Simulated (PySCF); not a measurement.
# C2H9OSi2 (SMILES CC[SiH2]O[SiH2-]) (charge −1): what the fields show

Input

```
{"job": {"kind": "nmr", "xc": "B3LYP", "basis": "pcSseg-1", "pop": false}, "charge": -1, "multiplicity": 1}
C     -1.985830    -0.087872     0.644598
C     -1.170697    -0.876639    -0.361014
Si     0.445293    -0.005014    -0.834357
O      1.321296     0.145997     0.446855
Si     2.901353     0.844585     0.628245
H     -1.397306     0.078312     1.544184
H     -2.251813     0.885218     0.232828
H     -2.909837    -0.604076     0.925690
H     -1.756100    -1.024717    -1.271523
H     -0.963865    -1.869422     0.040555
H      1.059341    -0.805211    -1.920720
H      0.072080     1.271901    -1.488141
H      3.201807     0.733942     1.991668
H      3.434279     1.312997    -0.578868
```

Command:

```sh
OMP_NUM_THREADS=1 python ens_run.py task.json out
```

Geometry: GFN2-xTB.

All numbers below come from PySCF, B3LYP/pcSseg-1, SCF density, gas phase, non-relativistic.

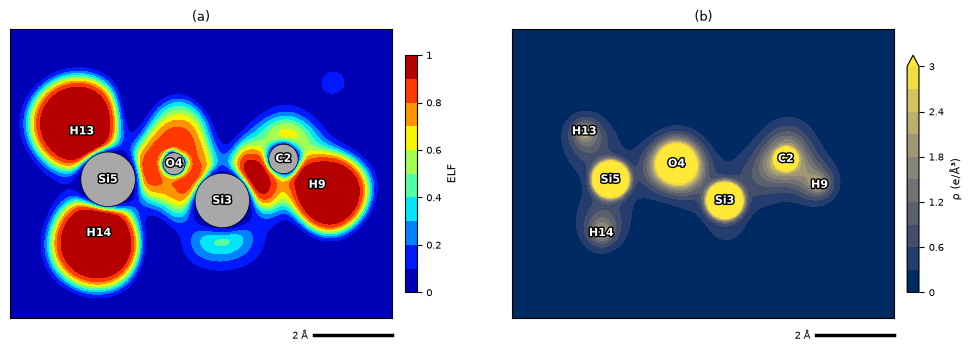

Figure 1. (a) ELF; (b) total electron density on the plane of atoms O4, Si5 and H13. Grey discs cover the atomic cores in the ELF map.

Read the bonding off the picture.

Answer. Atoms in the plane: C, Si, O and H. Si–O (1.56 Å): ρ at the midpoint is about 1.3 e/Å³; the ELF peaks at about 0.85 between the atoms, as expected for a polar covalent bond. C–Si (1.90 Å): ρ is about 0.94 e/Å³ halfway; the ELF peaks at about 0.95 between the atoms, as expected for a covalent bond. C–H (1.09 Å): the density is about 1.9 e/Å³ at the midpoint; the ELF climbs to about 1 towards the hydrogen, as it does in any bond to H (an ordinary covalent bond to hydrogen). Si–O (1.74 Å): the density is about 0.87 e/Å³ at the midpoint; the ELF peaks at about 0.85 between the atoms: a shared but strongly polarised pair. Si–H (1.40 Å): ρ is about 0.83 e/Å³ halfway; the ELF climbs to about 1 towards the hydrogen. The ELF also peaks beside O4, away from the bonds: lone-pair regions.

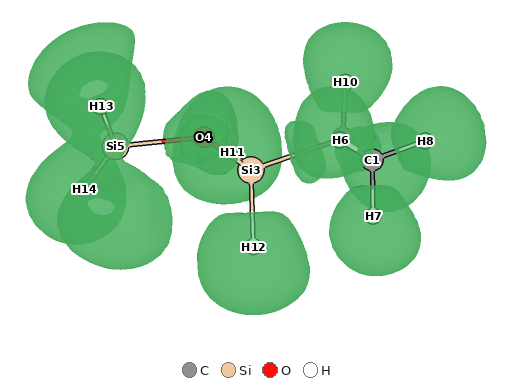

Figure 2. Isosurface of the electron localisation function at 0.8 (green), seen from one side. Core shells and regions of very low density are left out.

Where are the electrons localised?

Answer. The surface consists of one region between bonded C–C atoms (shared pairs), one region between bonded C–Si atoms (shared pairs), seven regions around hydrogen nuclei, one region wrapped around O (its lone pairs, merged into a ring or cap) and one joined region spread over several atoms (H, Si), in which their bonds and any lone pairs are merged.


C–C (1.52 Å): the ELF peaks at about 0.95 between the atoms, as expected for a covalent bond.
